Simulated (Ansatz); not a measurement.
# LiCu2SnAs2: relaxing a made-up structure, part 2 of 2

This structure for LiCu2SnAs2 is made up. Its elements were placed in a known structure type with a cell scaled to their sizes. What cell does the guess relax to, and how far off was it?

Ansatz 0.2.0; DFT, PBEsol, plane-wave PAW, files of the set soft_1, scalar-relativistic, ferromagnetic start, cell and ions relaxed at zero pressure; PAW set soft_1 (the session's first sound run).

So far: The starting structure; Relaxing cell and atoms. The relaxed cell has a = 4.086, c = 6.932 Å (conventional setting).

## 3. Electronic structure of the relaxed cell

With the geometry fixed, one more self-consistent run, with a narrower smearing and the mesh shown in its input, gives the bands, and its pressure, and its forces where symmetry allows any, show how far the geometry depends on these settings.

This step: DFT, PBEsol, plane-wave PAW, files of the set soft_1, scalar-relativistic, no spin, bands and density of states at the relaxed cell; PAW set soft_1 (Ansatz 0.2.0).

input.yaml

```yaml
crystal:
  lattice:
    - [4.085820424, 0.0, 0.0]
    - [-2.042910212, 3.5384242825, 0.0]
    - [0.0, 0.0, 6.93208685]
  atoms:
    - { symbol: Sn, position: [0.0, 0.0, 0.0] }
    - { symbol: As, position: [0.6666666667, 0.3333333333, 0.2655355417] }
    - { symbol: As, position: [0.3333333333, 0.6666666667, 0.7344644583] }
    - { symbol: Cu, position: [0.6666666667, 0.3333333333, 0.6289855697] }
    - { symbol: Cu, position: [0.3333333333, 0.6666666667, 0.3710144303] }
    - { symbol: Li, position: [0.0, 0.0, 0.5] }
kpoints:
  mp_grid: { grid: [10, 10, 6] }
  band_path:
    path:
      - [[0.0, 0.0, 0.0], [0.5, 0.0, 0.0], [0.33333333, 0.33333333, 0.0], [0.0, 0.0, 0.0], [0.0, 0.0, 0.5], [0.5, 0.0, 0.5], [0.33333333, 0.33333333, 0.5], [0.0, 0.0, 0.5]]
      - [[0.5, 0.0, 0.5], [0.5, 0.0, 0.0]]
      - [[0.33333333, 0.33333333, 0.0], [0.33333333, 0.33333333, 0.5]]
    npoints: 8
scf:
  occupations: { method: fermi_dirac, width: 0.03 }
  n_extra_bands: 10
hamiltonian:
  xc: pbesol
  pseudopotentials: { kind: paw, azcp: { folder: soft_1 }, xc_functional: pbe }
output:
  forces: true
  stress: true
  write_bands: true
  dos: { projected: true }
  write_density: true
  write_potential: true
  elf: true
  volumetric_format: npy
```

Command:

```
$ ansatz run input.yaml --threads 4 --pin off --max-ram 10240MiB --backend cpu --events-out ev --progress --plain --runs-dir out
```

Numbers of over 12 decimals in the logs are rounded to 6 here.

Output:

```text
[...]
Crystal: 6 atoms, lattice volume = 100.220 Å³
Basis set: ecut = 420 eV, 1955 PW (Γ), exchange–correlation on 60×60×96 points (8 copies of the dense FFT grid, shifted against one another)
Bands: 53, of which v1, the nominal top of the filled ones, is band 43 counted from 1 (42 counted from 0)
Symmetry: 12 space group operations
[...]
k-points: 72 of 600
[...]
SCF iter   1: F=—  HF=-28959.130020 eV  |F-HF|=—  |Δ(HF+E_count)|=         —  Δρ=7.62e-2  dr2=8.37e0  ethr=3.10e-3  ⟨swp⟩=6.2  Hψ=13650  notcnv=0  defer=2
[...]
SCF iter  12: F=-28957.380962 eV  HF=-28957.380962 eV  |F-HF|=6.50e-9  |Δ(HF+E_count)|=   1.08e-8  Δρ=1.96e-6  dr2=5.44e-9  ethr=6.12e-11  ⟨swp⟩=7.9  Hψ=21653  notcnv=0
SCF 1 converged in 12 iterations: F = -28957.380962 eV  dr2 = 5.44e-9
[...]
NSCF: frozen V_eff on 75 k-points
SCF converged after 12 iterations
Free energy (F): -28957.380962 eV
[...]
Internal energy: -28957.374854 eV  (E = F + TS)
E sigma→0 (E₀):  -28957.377908 eV
Entropy (-TS):   -0.006108 eV (-1.018 meV/atom)
Fermi energy:    11.472024 eV
[...]
--- Forces (eV/Å), atoms counted from 1 ---
  atom   1  Sn     0.00000000     0.00000000     0.00000000
  atom   2  As     0.00000000    -0.00000000     0.03049943
  atom   3  As     0.00000000     0.00000000    -0.03049943
  atom   4  Cu     0.00000000    -0.00000000    -0.00250597
  atom   5  Cu    -0.00000000     0.00000000     0.00250597
  atom   6  Li     0.00000000    -0.00000000     0.00000000
  max |Σ_I F_I| component: 2.31e-18 eV/Å
--- Stress (GPa, compression-positive) ---
        0.087625      -0.000000      -0.000000
       -0.000000       0.087625      -0.000000
       -0.000000      -0.000000      -0.008180
  P = ⅓ Tr σ = 0.0557 GPa (0.557 kbar)
--- Band table (eV; the first three rows and the last of 72) ---
  k-point 0: bands = [... 39 lower, 11.3719, 11.6615, 11.7696, 11.7696, 12.3235, 14.2016, 14.2016, 15.5849, ... 6 higher]
  k-point 1: bands = [... 39 lower, 11.3553, 11.8525, 11.8525, 11.9601, 12.3660, 14.0224, 14.0224, 14.9929, ... 6 higher]
  k-point 2: bands = [... 39 lower, 11.3323, 12.0385, 12.0385, 12.3344, 12.4875, 13.6542, 13.6542, 14.3703, ... 6 higher]
  k-point 71: bands = [... 39 lower, 8.7667, 10.2403, 10.5144, 11.3146, 12.4770, 12.5377, 13.8550, 17.1818, ... 6 higher]
```

Run time: 8.6 s. Hardware: 4 threads of AMD EPYC 7B13 (Zen 3), shared host; peak memory 0.74 GiB.

Numbers from this step:

- free energy: -28957.3810 eV
- energy at zero smearing: -28957.3779 eV
- smearing term TS: 0.006108 eV
- Fermi energy: 11.47 eV
- pressure: 0.05569 GPa

bands.tsv at the labelled points (eV, zero at the Fermi level; the bands that come nearest the Fermi level along the path):

| point | band 40 | band 41 | band 42 | band 43 | band 44 | band 45 | band 46 | band 47 |
| --- | --- | --- | --- | --- | --- | --- | --- | --- |
| Γ | -0.10 | 0.19 | 0.30 | 0.30 | 0.85 | 2.73 | 2.73 | 4.11 |
| M | -2.61 | -2.20 | -0.23 | -0.23 | 0.81 | 1.98 | 2.78 | 3.70 |
| K | -2.18 | -2.18 | -2.17 | -1.80 | 3.91 | 3.91 | 4.24 | 5.15 |
| Γ | -0.10 | 0.19 | 0.30 | 0.30 | 0.85 | 2.73 | 2.73 | 4.11 |
| A | -0.15 | 0.68 | 0.68 | 1.00 | 1.07 | 1.98 | 1.98 | 2.67 |
| L | -2.10 | -1.67 | -1.20 | -1.12 | 0.93 | 1.75 | 2.76 | 3.63 |
| H | -2.73 | -1.00 | -1.00 | -0.21 | 0.92 | 0.92 | 2.34 | 6.15 |
| A | -0.15 | 0.68 | 0.68 | 1.00 | 1.07 | 1.98 | 1.98 | 2.67 |
| L | -2.10 | -1.67 | -1.20 | -1.12 | 0.93 | 1.75 | 2.76 | 3.63 |
| M | -2.61 | -2.20 | -0.23 | -0.23 | 0.81 | 1.98 | 2.78 | 3.70 |
| K | -2.18 | -2.18 | -2.17 | -1.80 | 3.91 | 3.91 | 4.24 | 5.15 |
| H | -2.73 | -1.00 | -1.00 | -0.21 | 0.92 | 0.92 | 2.34 | 6.15 |

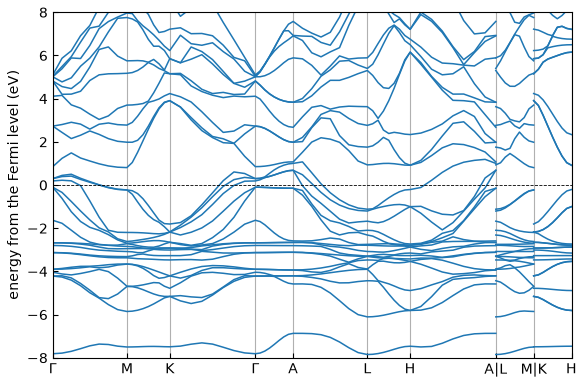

Bands along the path. 26 bands lie wholly below the window drawn.

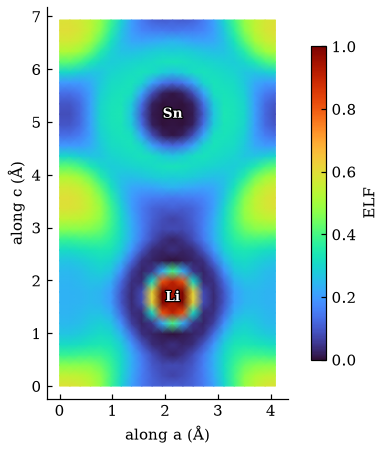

ELF in the ac plane at fractional y = 0.000, with atoms of Sn and Li within 0.2 Å of it. It is the smooth field of the valence electrons, not physical close to the nuclei. The map starts off the cell's origin, so that atoms lie inside it.

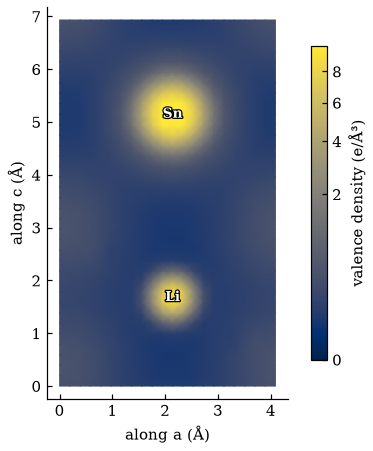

Valence density in the ac plane at fractional y = 0.000, with atoms of Sn and Li within 0.2 Å of it. It is the smooth field of the valence electrons, not physical close to the nuclei. The map starts off the cell's origin, so that atoms lie inside it. The colour scale is stretched toward low values.

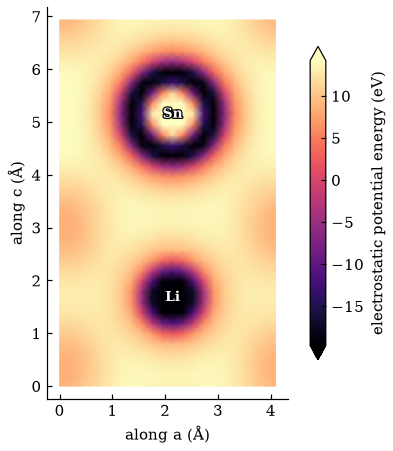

Electrostatic potential energy in the ac plane at fractional y = 0.000, with atoms of Sn and Li within 0.2 Å of it. With pseudopotentials it is smooth inside the atoms' cores, unlike the true potential. The map starts off the cell's origin, so that atoms lie inside it.

## 4. Results

| Quantity | Value |
| --- | --- |
| space group, relaxed | P-3m1 |
| conventional cell | a = 4.086, b = 4.086, c = 6.932 Å; α = 90.0°, β = 90.0°, γ = 120.0° |
| volume per atom | 16.70 Å³ (guess 15.41) |
| total moment | 0.00 μB in the cell of 6 atoms |

LiCu2SnAs2 relaxes to P-3m1 with a = 4.086, b = 4.086 and c = 6.932 Å. The guessed volume was 8 % too small. The space group P-3m1 was held in the relaxation, so the end point is a stationary structure within it and may be a saddle against distortions or other arrangements. The moments died out from this one start and weren't seeded again at the relaxed cell. Bands cross the Fermi level, so it is a metal or semimetal at this level. The electron count is odd, which forces that without spin polarisation or a larger cell. On the 10×10×6 mesh with the narrower smearing (relaxed on 8×8×4) the largest force component is 0.030 eV/Å and the largest stress component is 0.088 GPa, against the relaxation's thresholds of 0.015 eV/Å and 0.05 GPa. The cutoff wasn't tested. No dispersion term is used, so weakly bound directions may come out too long. Nothing here tests whether the compound is stable against decomposition.

[Logs are printed without paths, hosts, clocks, repeated set-up lines and the standing remarks that a program may print on its own settings, such as how far it seeks lower states.]

[Hosts, paths, dates, database ids (printed as entryN), source tags and the programs' standing remarks are cut or masked in the printed files.]
